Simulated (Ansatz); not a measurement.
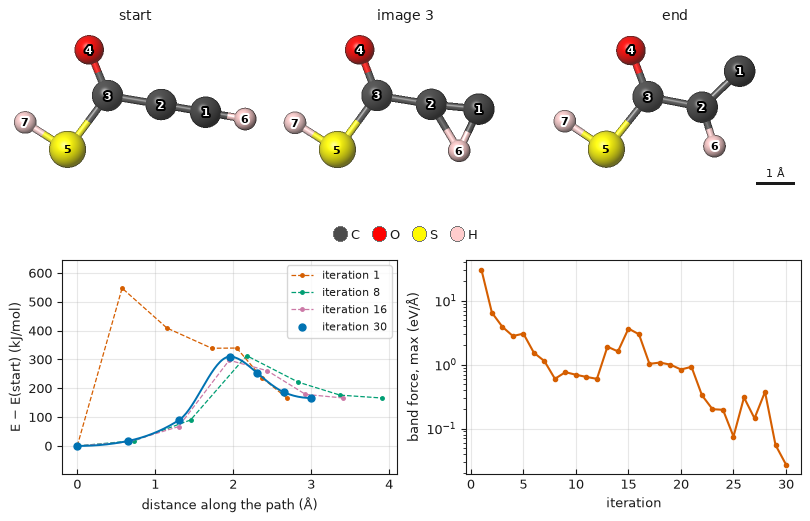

A nudged-elastic-band calculation for C3H2OS. Images are numbered from 0 (start) to 6 (end). The plot follows the band through its iterations. The picture is a ball-and-stick view, seen face on.

All numbers below come from UHF/STO-3G in Ansatz 0.2.0.

Input
```yaml
crystal:
  periodic: [false, false, false]
  atoms:
    - { symbol: C, position_ang: [-0.169299, -0.545846, 1.960347] }
    - { symbol: C, position_ang: [0.060474, -0.275032, 0.815707] }
    - { symbol: C, position_ang: [0.328884, 0.054426, -0.565443] }
    - { symbol: O, position_ang: [1.500821, -0.167391, -1.102626] }
    - { symbol: S, position_ang: [-1.001034, 0.774913, -1.507139] }
    - { symbol: H, position_ang: [-0.373012, -0.787095, 2.979214] }
    - { symbol: H, position_ang: [-0.285634, 0.878025, -2.62586] }
magnetization:
  spin_polarized: true
basis:
  gaussian: { orbitals: STO-3G }
hamiltonian:
  xc: hf
neb:
  order_check: false
  images: 5
  f_tol: 0.05
  max_iterations: 60
  final_atoms:
    - { symbol: C, position_ang: [0.89796491, -0.90552375, 1.98577367] }
    - { symbol: C, position_ang: [-0.01664487, -0.34147581, 1.11889263] }
    - { symbol: C, position_ang: [0.24355699, -0.00299682, -0.28221735] }
    - { symbol: O, position_ang: [1.41267312, -0.22090104, -0.82912096] }
    - { symbol: S, position_ang: [-1.08971293, 0.71734295, -1.21989219] }
    - { symbol: H, position_ang: [-1.00240797, -0.13934984, 1.52417882] }
    - { symbol: H, position_ang: [-0.38422924, 0.8249043, -2.34341463] }
  initial_path:
    images:
      - { positions_ang: [[-0.169299, -0.545846, 1.960347], [0.060474, -0.275032, 0.815707], [0.328884, 0.054426, -0.565443], [1.500821, -0.167391, -1.102626], [-1.001034, 0.774913, -1.507139], [-0.373012, -0.787095, 2.979214], [-0.285634, 0.878025, -2.62586]] }
      - { positions_ang: [[-0.06231141, -0.69529864, 1.99819336], [0.11202776, -0.36506198, 0.85914784], [0.33068363, 0.01908567, -0.51442338], [1.50277074, -0.15109056, -1.06815205], [-1.01586041, 0.73480983, -1.38838008], [-0.47934389, -0.50941452, 2.58129255], [-0.32676642, 0.89897018, -2.51347824]] }
      - { positions_ang: [[0.04467619, -0.84475127, 2.03603973], [0.16358152, -0.45509195, 0.90258868], [0.33248325, -0.01625465, -0.46340376], [1.50472047, -0.13479011, -1.03367811], [-1.03068682, 0.69470667, -1.26962116], [-0.58567577, -0.23173403, 2.18337109], [-0.36789885, 0.91991535, -2.40109647]] }
      - { positions_ang: [[0.15166378, -0.99420391, 2.07388609], [0.21513528, -0.54512193, 0.94602953], [0.33428288, -0.05159498, -0.41238414], [1.50667021, -0.11848967, -0.99920416], [-1.04551322, 0.6546035, -1.15086225], [-0.69200766, 0.04594645, 1.78544964], [-0.40903127, 0.94086053, -2.28871471]] }
      - { positions_ang: [[0.40043082, -0.96464386, 2.04451529], [0.13787523, -0.47723989, 1.00365056], [0.30404091, -0.03539559, -0.36899521], [1.47533785, -0.15262679, -0.94250976], [-1.06024646, 0.67551665, -1.17387223], [-0.79547443, -0.01581898, 1.69835937], [-0.40076393, 0.90220845, -2.30694802]] }
      - { positions_ang: [[0.64919786, -0.9350838, 2.01514448], [0.06061518, -0.40935785, 1.0612716], [0.27379895, -0.01919621, -0.32560628], [1.44400548, -0.18676392, -0.88581536], [-1.07497969, 0.6964298, -1.19688221], [-0.8989412, -0.07758441, 1.61126909], [-0.39249659, 0.86355638, -2.32518132]] }
      - { positions_ang: [[0.89796491, -0.90552375, 1.98577367], [-0.01664487, -0.34147581, 1.11889263], [0.24355699, -0.00299682, -0.28221735], [1.41267312, -0.22090104, -0.82912096], [-1.08971293, 0.71734295, -1.21989219], [-1.00240797, -0.13934984, 1.52417882], [-0.38422924, 0.8249043, -2.34341463]] }
```

Run as
```bash
ansatz run input.yaml --threads 1 --pin off --max-ram 2048MiB --backend cpu --events-out ev --progress --plain --runs-dir out
```

How did the profile develop, and is the result final?

The result is final at these settings. The band converged in 30 iterations. The largest component of the band force went from 31 to 0.027 eV/Å. The climbing image converged on the top of the path. Its vibrational analysis gives one imaginary mode (1312i cm⁻¹), as a transition state must have. The first iteration put the highest image at 547.4 kJ/mol. Forward barrier 309.8 kJ/mol, backward barrier 143.6 kJ/mol, with image 3 at the top; the reaction energy is +166.3 kJ/mol.

Limits of the set-up: STO-3G is a minimal basis, so the numbers are rough.

The run took 2.2 min on 1 thread of Intel(R) Xeon(R) Platinum 8488C (Sapphire Rapids), with other jobs on the host, peak memory 0.11 GiB.
